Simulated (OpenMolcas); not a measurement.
## Single-point calculation of CH₃ (part 2 of 2)

Continued. System: CH₃, multiplicity 2. Method: ROMP2/3-21G, ROHF (OpenMolcas 26.06). A bond length was changed on purpose from its optimised value.

Geometry of the input (Å):
```
C  -0.0228  -0.2255  -0.1468
H  0.0912  0.9019  0.5872
H  -0.9060  -0.3931  -0.7455
H  0.7692  -0.9598  -0.1354
```

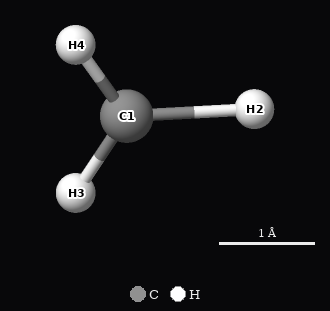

**Figure 1.** The input geometry (ball-and-stick view, seen at a tilt; atoms are numbered from 1 in the order of the input).

Log, continued:
```
      Charge (e):
                      =   -0.0000
      Dipole Moment (debye):
      Origin of the operator (angstrom)=   -0.0213   -0.2104   -0.1370
                   X= -1.3533E-02               Y= -1.3394E-01               Z= -8.7277E-02           Total=  1.6044E-01
      Quadrupole Moment (debye*angstrom):
      Origin of the operator (angstrom)=   -0.0213   -0.2104   -0.1370
                  XX= -7.7067E+00              XY= -3.2382E-01              XZ=  5.9281E-01              YY= -7.5406E+00
                  YZ=  7.4083E-01              ZZ= -8.3210E+00
      In traceless form (debye*angstrom)
                  XX=  2.2413E-01              XY= -4.8573E-01              XZ=  8.8922E-01              YY=  4.7319E-01
                  YZ=  1.1113E+00              ZZ= -6.9732E-01
--

--- Stop Module: scf /rc=_RC_ALL_IS_WELL_ ---

--- Start Module: rasscf ---

                                              &RASSCF

                       available to each process: 1.9 GB of memory, 1 thread

      Header of the ONEINT file:
      --------------------------

      OrdInt status: non-squared

      Cartesian coordinates in angstrom:
      -----------------------------------------------------
      No.  Label        X            Y            Z
      -----------------------------------------------------
       1   C1        -0.02280100  -0.22548800  -0.14680900
       2   H2         0.09120000   0.90190000   0.58720000
       3   H3        -0.90600100  -0.39308800  -0.74550900
       4   H4         0.76919900  -0.95978800  -0.13540900
      -----------------------------------------------------
      Nuclear repulsion energy =    9.01572579

++    Wave function specifications:
      -----------------------------

      Number of closed shell electrons           8
      Number of electrons in active shells       1
      Max number of holes in RAS1 space          0
      Max nr of electrons in RAS3 space          0
      Number of inactive orbitals                4
      Number of active orbitals                  1
      Number of secondary orbitals              10
      Spin quantum number                      0.5
      State symmetry                             1
--

++    Orbital specifications:
      -----------------------

      Symmetry species                           1
                                                 a
      Frozen orbitals                            0
      Inactive orbitals                          4
      Active orbitals                            1
      RAS1 orbitals                              0
      RAS2 orbitals                              1
      RAS3 orbitals                              0
      Secondary orbitals                        10
      Deleted orbitals                           0
      Number of basis functions                 15
--

++    CI expansion specifications:
      ----------------------------

      Number of CSFs                             1
      Number of determinants                     1
      Number of root(s) required                 1
      Root chosen for geometry opt.              1
      CI root used                               1

      highest root included in the CI            1
      max. size of the explicit Hamiltonian      1
--

++    Optimization specifications:
      ----------------------------

      RASSCF algorithm: Conventional
      Maximum number of macro iterations       200
      Maximum number of SX iterations          100
      Threshold for RASSCF energy            1.000E-08
      Threshold for max MO rotation          1.000E-01
      Threshold for max BLB element          1.000E-04
      Level shift parameter                  5.000E-01
      Make Quasi-Newton update
--

      The MO-coefficients are taken from the file:
      calc.UnaOrb
      Title:UHF natural orbitals

      Total molecular charge    0.00

      ************************************************************************************************************************
      *                                            Wave function control section                                             *
      ************************************************************************************************************************

                                         RASSCF iterations: Energy and convergence statistics
                                         ----------------------------------------------------

          iter iter root      energy       change     param      element    value   shift minimum  type update hh:mm:ss
 Nr of preliminary CI iterations:   1
        1   1    7    1   -39.30471807    0.00E+00   3.49E-03    5  11 1 -4.14E-03*  0.09   0.00    SX    NO    0:00:00
        2   1    7    1   -39.30474486   -2.68E-05* -8.61E-04    4   6 1 -1.18E-03*  0.09   0.00    SX    NO    0:00:00
        3   1    6    1   -39.30474820   -3.34E-06* -4.61E-04    5  11 1 -5.46E-04*  0.09   0.00    SX    NO    0:00:00
        4   1    6    1   -39.30474864   -4.40E-07* -1.38E-04    5  11 1 -1.64E-04*  0.09   0.00    SX    NO    0:00:00
        5   1    5    1   -39.30474870   -5.98E-08* -1.03E-04    5  11 1 -7.54E-05   0.09   1.54    QN   YES    0:00:00
        6   1    4    1   -39.30474871   -9.65E-09  -4.10E-06    2   8 1 -7.35E-06   0.09   0.97    QN   YES    0:00:00
      Convergence after  6 iterations
        7   1    4    1   -39.30474871   -7.94E-11  -4.10E-06    4   6 1  1.49E-06   0.09   0.97    QN   YES    0:00:00

      ************************************************************************************************************************
                                                      Wave function printout:
                       occupation of active orbitals, and spin coupling of open shells (u,d: Spin up or down)
      ************************************************************************************************************************

      Note: transformation to natural orbitals
      has been made, which may change the order of the CSFs.

      printout of CI-coefficients larger than  0.05 for root  1
      energy=     -39.304749
      conf/sym  1     Coeff  Weight
             1  u   1.00000 1.00000

      Natural orbitals and occupation numbers for root  1
      sym 1:   1.000000

      ************************************************************************************************************************
      *                                                    Final results                                                     *
      ************************************************************************************************************************

++    Final optimization conditions:
      ------------------------------

      Average CI energy                             -39.30474871
      RASSCF energy for state  1                    -39.30474871
      Super-CI energy                                -0.00000000
      RASSCF energy change                           -0.00000000
      Max change in MO coefficients               3.378E-06
      Max non-diagonal density matrix element    -4.102E-06
      Maximum BLB matrix element                  1.495E-06
      (orbital pair   4,   6 in symmetry   1)
      Norm of electronic gradient            3.654E-06
--

      Final state energy(ies):
      ------------------------

::    RASSCF root number  1 Total energy:    -39.30474871
      Von Neumann Entropy (Root   1) =  0.50000

      Mulliken population analysis for root number:  1
      -----------------------------------------------

++    Molecular charges:
      ------------------

      Mulliken charges per centre
      ---------------------------

                C1      H2      H3      H4
      Total    6.5552  0.8597  0.7926  0.7926

      N-E     -0.5552  0.1403  0.2074  0.2074

      Total electronic charge=    9.000000

      Total            charge=   -0.000000
--

      Expectation values of various properties for root number:  1
      -----------------------------------------------------------

++    Molecular properties:
      ---------------------

      Charge (e):
                      =   -0.0000
      Dipole Moment (debye):
      Origin of the operator (angstrom)=   -0.0213   -0.2104   -0.1370
                   X= -1.3404E-02               Y= -1.3267E-01               Z= -8.6456E-02           Total=  1.5892E-01
      Quadrupole Moment (debye*angstrom):
      Origin of the operator (angstrom)=   -0.0213   -0.2104   -0.1370
                  XX= -7.6950E+00              XY= -3.3137E-01              XZ=  6.1069E-01              YY= -7.5084E+00
                  YZ=  7.7232E-01              ZZ= -8.3201E+00
      In traceless form (debye*angstrom)
                  XX=  2.1920E-01              XY= -4.9706E-01              XZ=  9.1603E-01              YY=  4.9921E-01
                  YZ=  1.1585E+00              ZZ= -7.1841E-01
--

      Mulliken spin population analysis for root number:  1
      ---------------------------------------------------

++    Molecular charges:
      ------------------

      Mulliken spin population per centre
      ---------------------------

                C1      H2      H3      H4
      Total    1.0000  0.0000  0.0000  0.0000

      Total electronic spin=    1.000000
--

      Canonical orbitals are written to the RASORB file
      Natural orbitals for root   1 are written to the RASORB.1 file
      Spin density orbitals for root   1 are written to the SPDORB.1 file

--- Stop Module: rasscf /rc=_RC_ALL_IS_WELL_ ---

--- Start Module: caspt2 ---

                                              &CASPT2

                       available to each process: 1.9 GB of memory, 1 thread

 ###############################################################################
 ###    WARNING: User changed nr of frozen orbitals.                         ###
 ###############################################################################

++    Wave function specifications:
      -----------------------------

      Number of closed shell electrons           6
      Number of electrons in active shells       1
      Max number of holes in RAS1 space          0
      Max number of electrons in RAS3 space      0
      Number of inactive orbitals                3
      Number of active orbitals                  1
      Number of secondary orbitals              10
      Spin quantum number                      0.5
      State symmetry                             1
      Number of CSFs                             1
      Number of CASSCF root(s) available         1
      CASPT2 state passed to geometry opt.       1
      A file JOBMIX will be created
      This is a high spin open shell RHF reference function
--

++    Orbital specifications:
      -----------------------

      Symmetry species                           1
                                                 a
      Frozen orbitals                            1
      Inactive orbitals                          3
      Active orbitals                            1
      Secondary orbitals                        10
      Deleted orbitals                           0
      Number of basis functions                 15
--

++    CASPT2 specifications:
      ----------------------

      Type of calculation                        SS-CASPT2
      Fock operator                              state-specific
      IPEA shift                                 0.00
      Real shift                                 0.00
      Imaginary shift                            0.00
      The input orbitals will be transformed to quasi-canonical
--

--------------------------------------------------------------------------------
 Estimated memory requirements:
  POLY3 :                   250022
  RHS:                      250723
  SIGMA :                   250660
  PRPCTL:                        0
 Available workspace:    232491921

++ CASPT2 computation for group   1

********************************************************************************
 Multi-State initialization phase begins for group   1
--------------------------------------------------------------------------------
********************************************************************************
 Compute H0 matrices for state    1
--------------------------------------------------------------------------------
--------------------------------------------------------------------------------
 H0 matrices have been computed.

********************************************************************************
  CASPT2 EQUATION SOLUTION
--------------------------------------------------------------------------------

  Total nr of CASPT2 parameters:
   Before reduction:         989
   After  reduction:         928

 Variance of |WF0>:       0.2304400795

 The contributions to the second order correlation energy in atomic units.
-----------------------------------------------------------------------------------------------------------------------------
  IT.      VJTU        VJTI        ATVX        AIVX        VJAI        BVAT        BJAT        BJAI        TOTAL       RNORM
-----------------------------------------------------------------------------------------------------------------------------
   1     0.000000    0.000000   -0.000000   -0.004796   -0.000153    0.000000   -0.014714   -0.064298   -0.083961    0.000351
   2     0.000000    0.000000   -0.000000   -0.004804   -0.000153    0.000000   -0.014738   -0.064298   -0.083993    0.000006
-----------------------------------------------------------------------------------------------------------------------------

  FINAL CASPT2 RESULT:

      Reference energy:         -39.3047487132
      E2 (Non-variational):      -0.0839931959
      E2 (Variational):          -0.0839931841
      Total energy:             -39.3887418972
      Residual norm:              0.0000002998
      Reference weight:           0.96644

      Contributions to the CASPT2 correlation energy
      Active & Virtual Only:         -0.0000000000
      One Inactive Excited:          -0.0195424064
      Two Inactive Excited:          -0.0644507895

++ Denominators, etc.
--------------------------------------------------------------------------------------------------------------
 Report on small energy denominators, large coefficients, and large energy contributions.
CASE  SYMM ACTIVE-MIX  NON-ACTIVE INDICES          DENOMINATOR     RHS VALUE       COEFFICIENT     CONTRIBUTION
AIVX     1  Mu1.0001  In1.002 Se1.006               1.11013172     -0.04403934      0.03855240     -0.00169782
BJATM    1  Mu1.0001  In1.003 Se1.010 Se1.008       2.03358727     -0.05122169      0.02548260     -0.00130526
BJAIP    1  Se1.006 In1.002 Se1.008 In1.003         2.04564523      0.05910594     -0.02889355     -0.00170778
BJAIP    1  Se1.008 In1.003 Se1.008 In1.003         1.87102701      0.06107424     -0.03264209     -0.00199359
BJAIP    1  Se1.006 In1.004 Se1.006 In1.004         1.48633575      0.07826382     -0.05265555     -0.00412102
BJAIP    1  Se1.006 In1.004 Se1.007 In1.004         1.57988822      0.04928213     -0.03119343     -0.00153728
--

   (Skipping property calculation,
    use PROP keyword to activate)
--

  Total CASPT2 energies:
::    CASPT2 Root  1     Total energy:    -39.38874190

  A NEW JOBIPH FILE NAMED 'JOBMIX' IS PREPARED.
********************************************************************************
--- Stop Module: caspt2 /rc=_RC_ALL_IS_WELL_ ---

.##################.
.# Happy landing! #.
.##################.

    Timing: Wall=2.22 User=1.66 System=0.55
```

Summary:

```tsv
quantity	value
outcome	converged
total energy	−39.388742 hartree
SCF energy	−39.304749 hartree
correlation energy	−0.083993 hartree
basis functions	15
hardware	1 thread of Arm Neoverse V1, 24 GiB of memory available, shared host
wall time	2.5 s
peak memory	0.37 GiB
```
